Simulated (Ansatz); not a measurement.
The figure comes from a scan of Zn (hcp, Mg type): the cell is scaled evenly about its relaxed volume V₀. The numbers are results of PBE (plane waves to 420 eV, PAW, scalar-relativistic; Ansatz, an electronic-structure program), not measurements. k mesh 20×20×9 (Γ-centred), Fermi-Dirac smearing 0.05 eV. Compression counts positive. The PAW data are Ansatz's earlier set. Zn was relaxed with its symmetry unable to fall. 

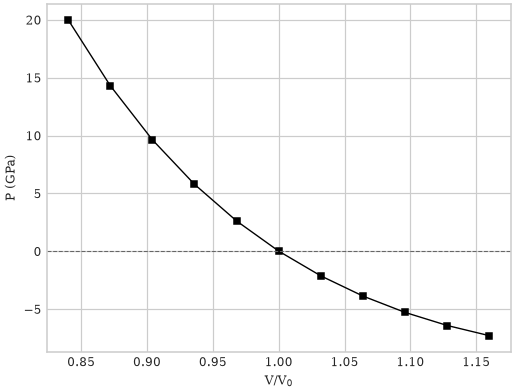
P (GPa) against V/V₀; computed points joined by lines.

Question: Read the plotted values off the figure, to the accuracy that the plot allows.

Answer: To the nearest 0.5:

| V/V₀ | P (GPa) |
|---|---|
| 0.840 | 20.0 |
| 0.872 | 14.5 |
| 0.904 | 9.5 |
| 0.936 | 6.0 |
| 0.968 | 2.5 |
| 1.000 | 0.0 |
| 1.032 | -2.0 |
| 1.064 | -4.0 |
| 1.096 | -5.5 |
| 1.128 | -6.5 |
| 1.160 | -7.5 |

(A scan under strain: stresses follow from slopes of the energy per volume, elastic moduli from its curvatures.)
